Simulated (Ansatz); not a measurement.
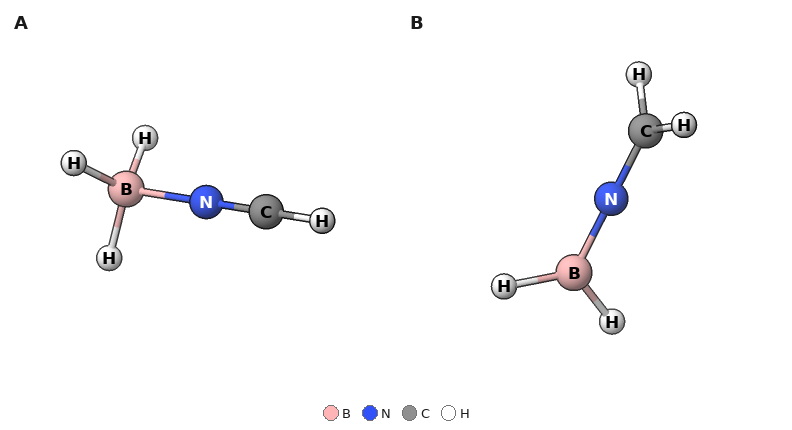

2 stationary structures of one formula. Geometries: PBE0-D4/def2-TZVP. Electronic energies: r2SCAN-D4/def2-TZVPP (Ansatz 0.2.0), without zero-point energy. No frequency run is at hand to confirm each as a minimum. Each is one conformer, not always the lowest.

Question: Rank them by energy, lowest first.

Answer: B is lowest (C2v); A lies 24.6 kcal/mol above it (C3v).

Give E(B) − E(A) in kcal/mol at these levels too: B3LYP-D4/def2-TZVPP; RHF-CCSD(T) (frozen core)/def2-TZVPP; PBE0-D4/def2-TZVP; PBE0-D4/def2-TZVPP; PBE-D4/def2-TZVPP; r2SCAN-D4/def2-TZVPP; ωB97M-V/def2-TZVPP.

| level | E(B) − E(A) (kcal/mol) |
| --- | --- |
| B3LYP-D4/def2-TZVPP | −25.7 |
| RHF-CCSD(T) (frozen core)/def2-TZVPP | −22.5 |
| PBE0-D4/def2-TZVP | −26.1 |
| PBE0-D4/def2-TZVPP | −26.1 |
| PBE-D4/def2-TZVPP | −24.1 |
| r2SCAN-D4/def2-TZVPP | −24.6 |
| ωB97M-V/def2-TZVPP | −25.0 |
